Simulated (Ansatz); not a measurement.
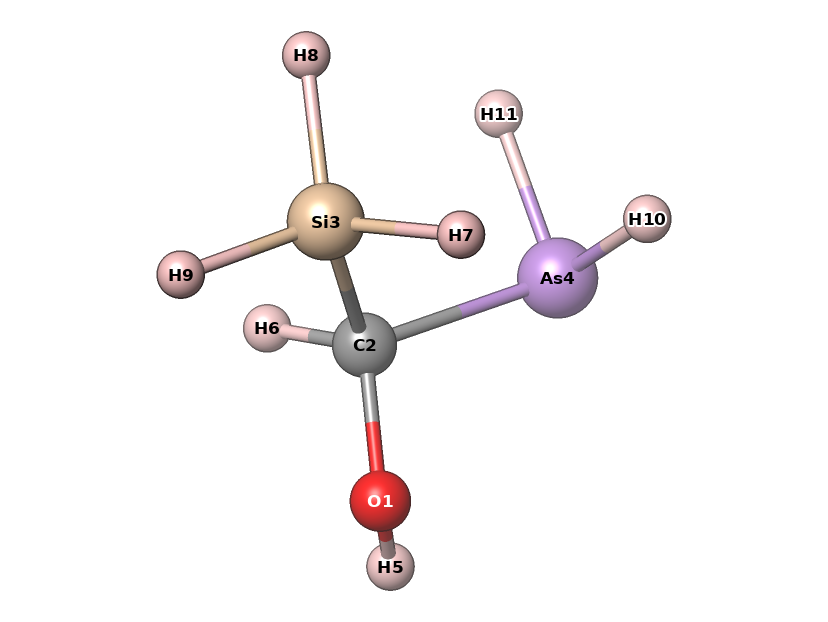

Depth is shown by fading: the farther an atom, the more it takes the colour of the background. The geometry was computed by an optimisation with PBE-D4/def2-SVP. No frequency run is at hand to confirm it as a minimum.

> Which atoms or bonds are stereogenic?

Centres: C2.

> Assign CIP descriptors.

C2: S (priorities As4 > Si3 > O1 > H6).
